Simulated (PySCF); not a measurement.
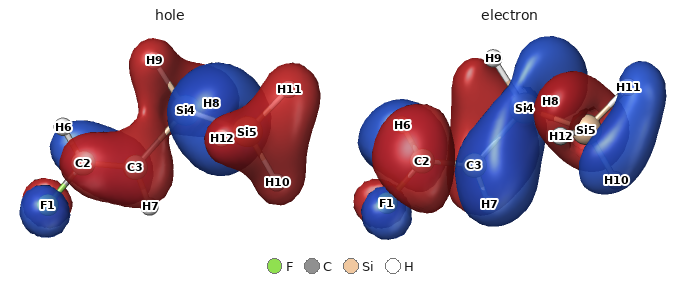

Figure 1: C2H7FSi2, SMILES `F/C=C/[SiH2][SiH3]`. Leading natural transition orbital pair of S₃ (TDA singlet states); the surfaces enclose about 85 % of each orbital's density.

Level of theory: B3LYP/def2-SVP (PySCF), at a geometry from GFN2-xTB. No frequency check shows the geometry to be a minimum. Without diffuse functions Rydberg states are missing, so the states' numbers hold for this basis only.

Coordinates in Å:

```
F1      -3.1798   -0.6297   -0.0159
C2      -2.0387   -0.0024    0.3350
C3      -1.0119    0.1153   -0.4818
Si4      0.6081    0.9421   -0.0080
Si5      2.3040   -0.6330    0.0564
H6      -2.0936    0.3721    1.3465
H7      -1.1089   -0.3144   -1.4697
H8       0.8330    1.9929   -1.0116
H9       0.3827    1.6275    1.2714
H10      2.4703   -1.3262   -1.2244
H11      3.5964   -0.0182    0.3693
H12      2.0724   -1.6710    1.0650
```

Q: Where does the state lie, and where do hole and electron sit?

A: 7.18 eV (173 nm), f = 0.369 (bright); the leading pair carries 84 %; hole on Si5 (24 %), Si4 (22 %) and C3 (16 %), electron on C2 (28 %), C3 (21 %) and Si4 (17 %) (shares are of the whole state, not of the leading pair alone); their centroids lie 0.9 Å apart. The HOMO–LUMO gap is 6.88 eV.
